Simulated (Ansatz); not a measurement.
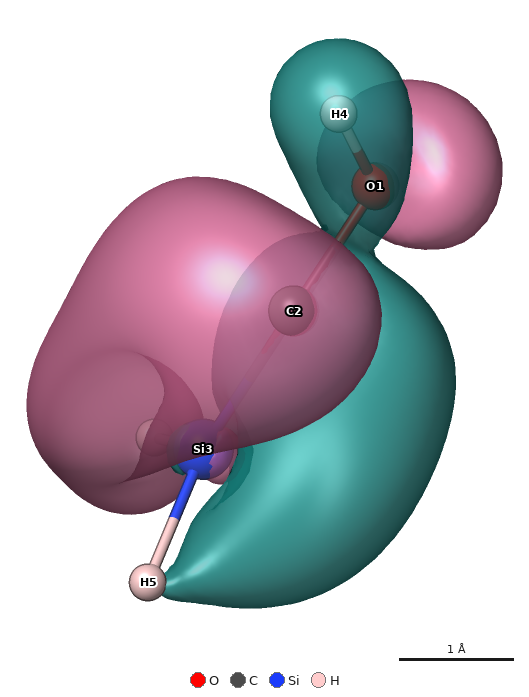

CH3OSi (doublet). The HOMO−1 (α) at ±0.08 Å⁻³ᐟ² (teal and pink are the two phases), seen at an oblique angle.

Level of theory: UKS PBE0-D4/def2-SVP (Ansatz 0.2.0).

Input file:

```
crystal:
  periodic: [false, false, false]
  atoms:
    - { symbol: O, position_ang: [-0.4055, -1.67382, 0.91567] }
    - { symbol: C, position_ang: [-0.24267, -0.93941, -0.05732] }
    - { symbol: Si, position_ang: [0.21951, 0.84406, 0.05921] }
    - { symbol: H, position_ang: [-0.60907, -2.51383, 1.39841] }
    - { symbol: H, position_ang: [0.38231, 1.60715, -1.16541] }
    - { symbol: H, position_ang: [0.42385, 1.51506, 1.32599] }
magnetization:
  spin_polarized: true
  initial_magnetization: 1
basis:
  gaussian: { orbitals: def2-SVP }
hamiltonian:
  xc: pbe0
  dispersion: d4
relax:
  f_tol: 0.02
  max_steps: 50
output:
  orbitals: {}
```

Run with:

```sh
ansatz run input.yaml --threads 1 --pin off --max-ram 2048MiB --backend cpu --events-out ev --progress --plain --runs-dir out
```

The fields are those of the relaxed geometry.

What is the character of this orbital?

It lies mainly on C2 (about 50 %), Si3 (about 30 %) and O1 (about 15 %). Its energy is −6.41 eV.
